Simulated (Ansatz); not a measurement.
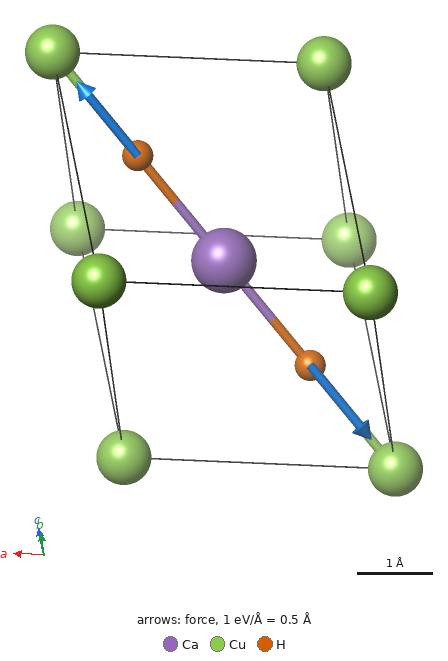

Starting geometry of crystalline CaCuH2 (a generated structure, set up in R-3m) (coarse preliminary run) with the computed forces as blue arrows. The picture is a ball-and-stick view of the cell of the calculation, seen from a free direction.

Method: Ansatz, DFT PBE, scalar-relativistic, plane waves, PAW. (plane-wave cutoff 420 eV; k-point mesh 6 × 6 × 6; occupations gaussian; smearing width 0.1 eV; no spin polarisation; cell and atoms relaxed; force threshold 0.04 eV/Å; at most 70 steps)

What follows when this structure is relaxed?

Answer. It isn't relaxed: the largest force vector, on H atoms, is 2.64 eV/Å. The atoms end up moving mostly along the starting forces (cosine between the two patterns 1.00). The energy falls by 467 meV per atom in 20 accepted moves (24 points after the start). The largest force component goes from 2.6 to 0.013 eV/Å. The pressure goes from 7.49 to −0.07 GPa. At 4 points the geometry stayed and the basis and grid were re-selected for the new cell (energy shift of 25.5 meV per atom at most each time). The largest moves relative to the cell, 1.68 Å, are those of H atoms. Cu and Ca stay in place. The drawn cell changes as follows: a = b = c 3.670 → 4.884 Å (+33.1 %), α 80.2° → 47.1°, β 80.2° → 47.1°, γ 80.2° → 47.1°; the volume changes by +20.4 %. Among the contacts that change: Ca–H 1.851 → 4.952 Å, Ca–H 2.795 → 2.337 Å, Cu–H 1.830 → 1.547 Å, Ca–Cu 2.992 → 3.126 Å. Bonds break: Ca–H (1.85 → 4.95 Å). The space group stays R-3m (No. 166).
